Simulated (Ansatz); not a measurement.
**Abstraction of H: C3H9N + GeH3 → C3H8N + GeH4**

Species: C3H9N `CN(C)C`, singlet; GeH3 `[GeH3]`, doublet; C3H8N `[CH2]N(C)C`, doublet; GeH4 (germane) `[GeH4]`, singlet. A radical takes H: the energy is the difference in strength between the C–H bond broken and the Ge–H bond made.

Shapes, held fixed at every level: PBE0-D4/def2-TZVP. Flexible molecules stand in one conformer, not always the lowest. Programs: Ansatz 0.2.0. The zero-point and thermal change to 298 K, harmonic and unscaled (PBE0-D4/def2-TZVP), is -9.5 kJ/mol.

```tsv
level	kind	ΔH(298 K) (kJ/mol)
SPW92/def2-TZVPP	LDA	+20.2
B3LYP-D4/def2-TZVPP	global hybrid	+19.9
r2SCAN0-D4/def2-TZVPP	global hybrid	+24.2
wB97M-V/def2-TZVPP	range-separated hybrid	+29.4
wB97X-V/def2-TZVPP	range-separated hybrid	+21.0
MP2/def2-SVP	perturbation theory	+41.8
CCSD/def2-SVP	coupled cluster or CI	+33.7
MP2/def2-TZVPP	perturbation theory	+38.9
```

MP2/def2-TZVPP gives ΔH(298 K) = +38.9 kJ/mol; the levels span +19.9 to +41.8. The median of the levels is +26.8. No measured value is set beside it here. Open shells run unrestricted unless RO is named. Relativity is left out for Ge unless named. Correlated rows may include outer-core shells of Ge, which these sets cover unevenly.

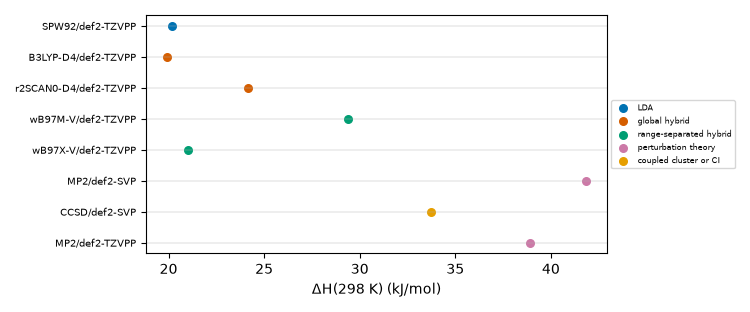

The values of the table, level by level.
